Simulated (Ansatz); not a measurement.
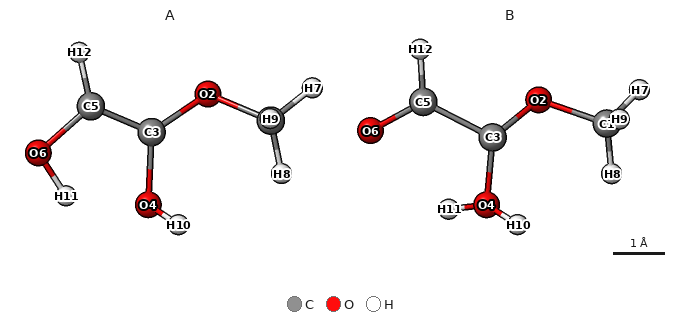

Two geometries of C3H6O3, drawn at one scale. One is the start of a relaxation, the other its converged end. A ball-and-stick model, seen face on.

The calculation used Ansatz 0.2.0, RKS PBE0-D4/STO-3G. (no spin polarisation; force threshold 0.02 eV/Å; at most 50 steps)

Q: Which geometry has the lower energy?

A: Structure A is the relaxed one. The run prepares an end point of a later path (hydrogen shift) calculation, from a guessed geometry. The energy falls by 125.9 kcal/mol in 19 accepted moves (20 points after the start). The largest force component goes from 7.1 to 0.0085 eV/Å. The line search rejected the trial step at point 7 of the run. The largest move after the best rigid fit is that of H11, 1.17 Å. Largest moves by element: H 1.17 Å, O 0.72 Å, C 0.58 Å. Among the contacts that change: O6–H11 2.237 → 1.041 Å, O4–H11 1.009 → 1.716 Å, C3–C5 1.533 → 1.355 Å, C5–O6 1.256 → 1.397 Å. New bonds form: O6–H11 (2.24 → 1.04 Å). Bonds break: O4–H11 (1.01 → 1.72 Å). Bond angles that change, for instance: O2–C3–C5 108.0° → 125.9°, C3–C5–H12 117.7° → 126.0°, C3–C5–O6 123.3° → 116.7°.

Limits of the set-up: STO-3G is a minimal basis, so the numbers are rough.
